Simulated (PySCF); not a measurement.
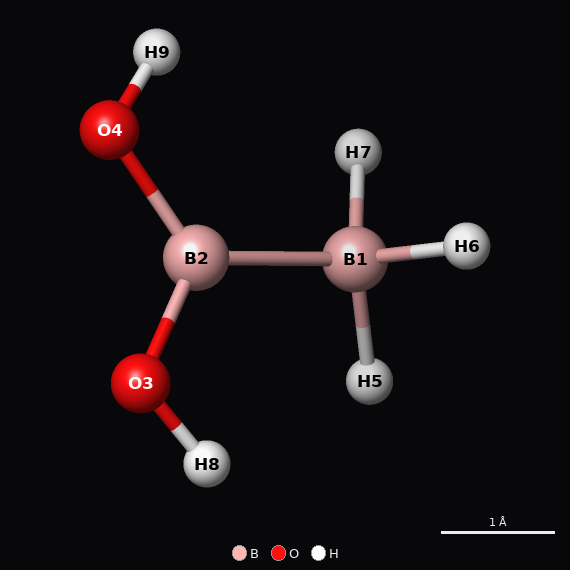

Numbered structure. Charge −1, singlet. The geometry was computed by an optimisation with PBE0-D3(BJ)/def2-SVP. No frequency run is at hand to confirm it as a minimum.

Describe the coordination of atom 1.

B1 has 4 neighbours (B2 at 1.72, H5 at 1.25, H6 at 1.25, H7 at 1.25 Å); the arrangement is tetrahedral.

How are the neighbours of atom 2 arranged?

B2 has 3 neighbours (B1 at 1.72, O3 at 1.40, O4 at 1.39 Å); the arrangement is trigonal planar.

How are the neighbours of atom 3 arranged?

O3 has 2 neighbours (B2 at 1.40, H8 at 0.96 Å); the arrangement is bent.

What is the geometry at O4?

O4 has 2 neighbours (B2 at 1.39, H9 at 0.96 Å); the arrangement is bent.
